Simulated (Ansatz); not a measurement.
## CH7AlN: a changed input and its effect

System: CH7AlN, charge +1.
Method of run A: RKS PBE-D4/def2-TZVPP (Ansatz 0.2.0).

The geometry comes from this level: PBE0-D4/def2-TZVP. Text and figures count atoms from 1; the logs count them from 0 in places.

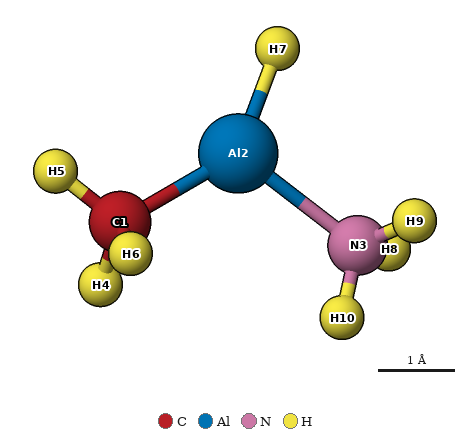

The structure (ball-and-stick view, seen at a tilt; atoms are numbered from 1 in the order of the input). Sticks mark near contacts.

**Input, run A**
```yaml
crystal:
  periodic: [false, false, false]
  atoms:
    - {symbol: C, position_ang: [-1.293140, 0.705030, -0.799819]}
    - {symbol: Al, position_ang: [0.481860, -0.003459, -0.718838]}
    - {symbol: N, position_ang: [0.934486, -0.648200, 1.121644]}
    - {symbol: H, position_ang: [-2.038975, -0.051255, -0.533443]}
    - {symbol: H, position_ang: [-1.527465, 1.062589, -1.805088]}
    - {symbol: H, position_ang: [-1.422702, 1.544574, -0.108877]}
    - {symbol: H, position_ang: [1.752661, -0.274199, -1.587233]}
    - {symbol: H, position_ang: [1.194673, -1.636112, 1.127108]}
    - {symbol: H, position_ang: [1.742862, -0.158522, 1.509657]}
    - {symbol: H, position_ang: [0.175739, -0.540435, 1.794890]}
basis:
  gaussian: {orbitals: def2-TZVPP}
total_charge: 1
hamiltonian: {xc: pbe, dispersion: d4}
```

Launched with:
```bash
ansatz run in.yaml --threads 2 --pin off --events-out ev --progress --plain --max-ram 4352MiB
```

Hardware: 2 CPU threads, shared host.

**Output (run A)**
```
Functional definition: PBE
  parameter kappa = 0.804
  parameter beta = 0.06672455060314922
  exchange = pbe_x(kappa = kappa, mu = beta*pi^2/3)
  correlation = pbe_c(beta = beta)
1017 factors; their error is unknown
mean field evaluation 1: about -9199.4673 eV, gradient 1.2e2 eV
mean field evaluation 2: about -9153.0186 eV, gradient 1.6e2 eV
mean field evaluation 4: about -9226.3039 eV, gradient 6.7e0 eV
mean field evaluation 8: about -9226.4508 eV, gradient 3.7e-1 eV
mean field evaluation 16: about -9226.4510 eV, gradient 3.4e-5 eV
mean field -9226.45099402 eV, -339.0658201171 hartree, gradient 3.4e-5 eV, S^2 0.000000; 0 other end points of the search recorded, 0 dependent functions left out
reference -9226.45103595 eV, -339.0658216582 hartree; 16, 16 occupied and 186, 186 virtual orbitals, 1017 factors
Total energy: -9226.56296505 eV, -339.0699349767 hartree
```

The input of run B differs as follows (lines with − go, lines with + come):
```diff
-    - {symbol: C, position_ang: [-1.293140, 0.705030, -0.799819]}
-    - {symbol: Al, position_ang: [0.481860, -0.003459, -0.718838]}
-    - {symbol: N, position_ang: [0.934486, -0.648200, 1.121644]}
-    - {symbol: H, position_ang: [-2.038975, -0.051255, -0.533443]}
-    - {symbol: H, position_ang: [-1.527465, 1.062589, -1.805088]}
-    - {symbol: H, position_ang: [-1.422702, 1.544574, -0.108877]}
-    - {symbol: H, position_ang: [1.752661, -0.274199, -1.587233]}
-    - {symbol: H, position_ang: [1.194673, -1.636112, 1.127108]}
-    - {symbol: H, position_ang: [1.742862, -0.158522, 1.509657]}
-    - {symbol: H, position_ang: [0.175739, -0.540435, 1.794890]}
+    - {symbol: C, position_ang: [-0.749368, 0.067993, -0.001199]}
+    - {symbol: Al, position_ang: [1.014566, -0.385099, -0.544706]}
+    - {symbol: N, position_ang: [0.309265, 0.537684, 1.008647]}
+    - {symbol: H, position_ang: [-1.453354, -0.628897, 0.442884]}
+    - {symbol: H, position_ang: [1.529643, -2.128413, 0.440290]}
+    - {symbol: H, position_ang: [-1.273013, 0.908702, -0.448335]}
+    - {symbol: H, position_ang: [2.371034, -0.367477, -1.296466]}
+    - {symbol: H, position_ang: [0.772212, -2.207611, 0.350753]}
+    - {symbol: H, position_ang: [0.361941, 1.547100, 1.105972]}
+    - {symbol: H, position_ang: [0.204719, 0.142580, 1.937027]}
```

What does this change do to the results?

With the same method and basis, run B lies 54.1 kcal/mol higher.

**Output (run B)**
```
Functional definition: PBE
  parameter kappa = 0.804
  parameter beta = 0.06672455060314922
  exchange = pbe_x(kappa = kappa, mu = beta*pi^2/3)
  correlation = pbe_c(beta = beta)
1017 factors; their error is unknown
mean field evaluation 1: about -9202.2366 eV, gradient 1.0e2 eV
mean field evaluation 2: about -9074.4969 eV, gradient 2.0e2 eV
mean field evaluation 4: about -9223.7448 eV, gradient 1.1e1 eV
mean field evaluation 8: about -9224.1087 eV, gradient 2.8e-1 eV
mean field evaluation 16: about -9224.0907 eV, gradient 1.5e-4 eV
mean field -9224.09065438 eV, -338.9790792353 hartree, gradient 3.9e-5 eV, S^2 0.000000; 0 other end points of the search recorded, 0 dependent functions left out
reference -9224.09069617 eV, -338.9790807711 hartree; 16, 16 occupied and 186, 186 virtual orbitals, 1017 factors
Total energy: -9224.21586987 eV, -338.9836808195 hartree
```

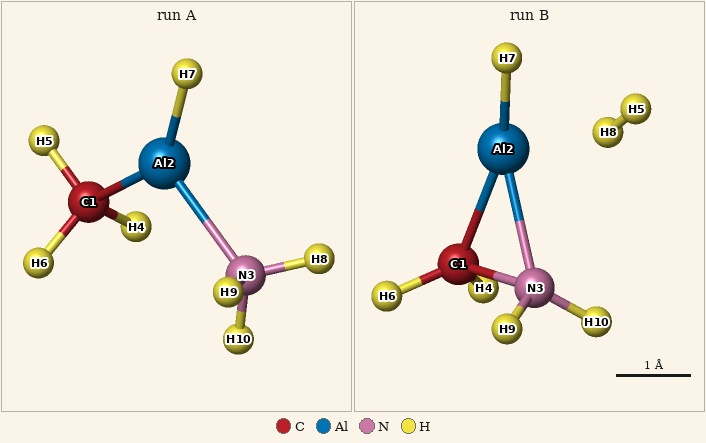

The two input geometries at one scale (ball-and-stick view, seen at a tilt). The atom that moves furthest after the best rigid fit is H5 (3.45 Å). Largest moves by element: H 3.45 Å, C 1.14 Å, N 0.97 Å, Al 0.29 Å. Among the contacts that change: H5–H8 4.826 → 0.767 Å, C1–H5 1.092 → 3.196 Å, N3–H8 1.022 → 2.861 Å, C1–N3 3.238 → 1.537 Å.

**The two runs side by side**

| quantity | run A | run B |
| --- | --- | --- |
| outcome | converged | converged |
| total energy (hartree) | −339.069935 | −338.983681 |
| basis functions | 202 | 202 |
| wall time (shared host) | 1.8 s | 2.3 s |
